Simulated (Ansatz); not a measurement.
**AlNH2F (SMILES [NH2][Al][F]): U-wB97X/STO-3G**

Aim: the energy change on altering one bond length of AlNH2F at U-wB97X/STO-3G, from 2 runs. 

The results are computed with Ansatz 0.2.0.

62 further runs of the same task are left out: 3 that didn't finish, 59 set aside as unsound or not needed.

**1. Starting point**

The species is AlNH2F (5 atoms), meant as a doublet with charge 0. As SMILES, `[NH2][Al][F]`. The shape is that of a PBE0-D4/def2-TZVP optimisation. This is one conformer, not always the lowest.

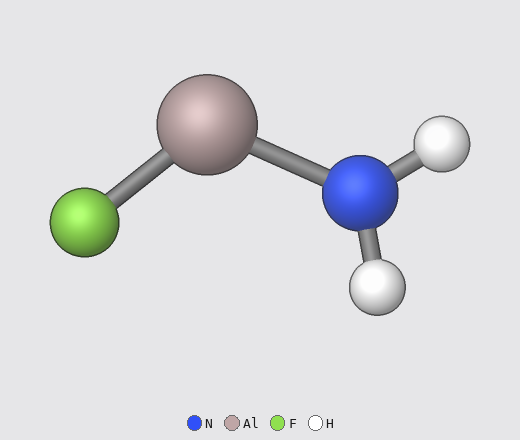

Viewed from a chosen angle; nitrogen blue, aluminium light grey, fluorine green, hydrogen white.

**2. The energy at U-wB97X/STO-3G**

Input file job.yaml:

```yaml
crystal:
  periodic: [false, false, false]
  atoms:
    - {symbol: N, position_ang: [-0.384700, 0.499000, -0.263800]}
    - {symbol: Al, position_ang: [0.632000, -0.282800, 0.949500]}
    - {symbol: F, position_ang: [1.228700, -1.786800, 0.590000]}
    - {symbol: H, position_ang: [-0.804300, 1.408300, -0.162700]}
    - {symbol: H, position_ang: [-0.621700, 0.088600, -1.154400]}
basis:
  gaussian:
    orbitals: STO-3G
magnetization:
  spin_polarized: true
  initial_magnetization: 1
hamiltonian:
  xc: {name: wB97X}
accuracy: high
```

Command:

```sh
$ ansatz run job.yaml --threads 1 --pin off --max-ram 2610MiB --events-out events.jsonl --progress --plain --runs-dir runs
```

The log of the run:

```text
Warning: RAYON_NUM_THREADS=1 ignored (pool sized by the plan → 1); use --threads N
Functional definition: wB97X
  name "wB97X"
  parameter omega = 0.3/bohr
  parameter cx = 0.157706
  parameter cx1 = 0.726479
  parameter cx2 = 1.04760
  parameter cx3 = -5.70635
  parameter cx4 = 13.2794
  parameter css1 = -4.33879
  parameter css2 = 18.2308
  parameter css3 = -31.7430
  parameter css4 = 17.2901
  parameter cos1 = 2.37031
  parameter cos2 = -11.3995
  parameter cos3 = 6.58405
  parameter cos4 = -3.78132
  exchange = spin_sum(e_x_unif_sr(omega)*poly(b97_u_x, 1 - cx, cx1, cx2, cx3, cx4)) + cx*exact_x_sr(omega)
      + exact_x_lr(omega)
  correlation = spin_sum(e_c_pw_same_spin*poly(b97_u_same, 1, css1, css2, css3, css4))
      + integral(e_c_pw_opposite_spin*poly(b97_u_opposite, 1, cos1, cos2, cos3, cos4))
378 factors; integrals over basis functions are off by at most 3.4e-8 eV
152 factors; integrals over basis functions are off by at most 6.5e-10 eV
mean field evaluation 1: about -10692.9845 eV, gradient 1.9e1 eV
mean field evaluation 2: about -10694.7815 eV, gradient 1.4e1 eV
mean field evaluation 4: about -10696.0835 eV, gradient 7.6e-1 eV
mean field evaluation 8: about -10696.0724 eV, gradient 8.9e-3 eV
mean field evaluation 16: about -10696.0724 eV, gradient 6.5e-6 eV
mean field -10696.07237232 eV, -393.0734096244 hartree, gradient 2.3e-8 eV, S^2 0.752028; 0 other end points of the search recorded, 0 dependent functions left out
reference -10696.07237094 eV, -393.0734095739 hartree; 16, 15 occupied and 5, 6 virtual orbitals, 378 factors
Total energy: -10696.07237094 eV, -393.0734095739 hartree
```

Wall time 11 s (1 thread of Arm Neoverse V1, shared host); peak memory 0.43 GiB.

**3. The distorted shape**

Input file input.yaml:

```yaml
crystal:
  periodic: [false, false, false]
  atoms:
    - {symbol: N, position_ang: [-0.325439, 0.601618, -0.041110]}
    - {symbol: Al, position_ang: [0.691261, -0.180182, 1.172190]}
    - {symbol: F, position_ang: [1.287961, -1.684182, 0.812690]}
    - {symbol: H, position_ang: [-0.745039, 1.510918, 0.059990]}
    - {symbol: H, position_ang: [-0.621700, 0.088600, -1.154400]}
basis:
  gaussian:
    orbitals: STO-3G
total_charge: 0
magnetization:
  spin_polarized: true
  initial_magnetization: 1
hamiltonian:
  xc: {name: wB97X}
accuracy: high
```

Command:

```sh
$ ansatz run input.yaml --threads 1 --pin off --max-ram 2610MiB --events-out events.jsonl --progress --plain --runs-dir runs
```

The log of the run:

```text
Warning: RAYON_NUM_THREADS=1 ignored (pool sized by the plan → 1); use --threads N
[... 17 set-up lines as earlier in the session ...]
      + exact_x_lr(omega)
[... 1 set-up line as earlier in the session ...]
      + integral(e_c_pw_opposite_spin*poly(b97_u_opposite, 1, cos1, cos2, cos3, cos4))
378 factors; integrals over basis functions are off by at most 4.4e-8 eV
152 factors; integrals over basis functions are off by at most 6.6e-10 eV
mean field evaluation 1: about -10691.9575 eV, gradient 1.9e1 eV
mean field evaluation 2: about -10693.7514 eV, gradient 1.5e1 eV
mean field evaluation 4: about -10695.2421 eV, gradient 7.7e-1 eV
mean field evaluation 8: about -10695.2153 eV, gradient 1.2e-2 eV
mean field evaluation 16: about -10695.2153 eV, gradient 1.2e-5 eV
mean field -10695.21531989 eV, -393.0419135286 hartree, gradient 1.2e-8 eV, S^2 0.752484; 0 other end points of the search recorded, 0 dependent functions left out
reference -10695.21531848 eV, -393.0419134768 hartree; 16, 15 occupied and 5, 6 virtual orbitals, 378 factors
Total energy: -10695.21531848 eV, -393.0419134768 hartree
```

Wall time 11 s (1 thread of Arm Neoverse V1, shared host); peak memory 0.43 GiB.

**4. What came out**

Level: U-wB97X/STO-3G.

```
                                                         quantity          value
                                        first shape: total energy  -393.07341 Eh
                                                first shape: ⟨S²⟩          0.752
                                    distorted shape: total energy  -393.04191 Eh
                                            distorted shape: ⟨S²⟩          0.752
energy change with the N1–H5 bond stretched from 1.009 to 1.261 Å       0.857 eV
```

**Reading.** With the N1–H5 bond stretched from 1.009 to 1.261 Å the energy rises by 0.86 eV (19.8 kcal/mol). The first shape isn't relaxed at this level, so the change isn't measured from a minimum. The minimal basis adds a large error of its own.
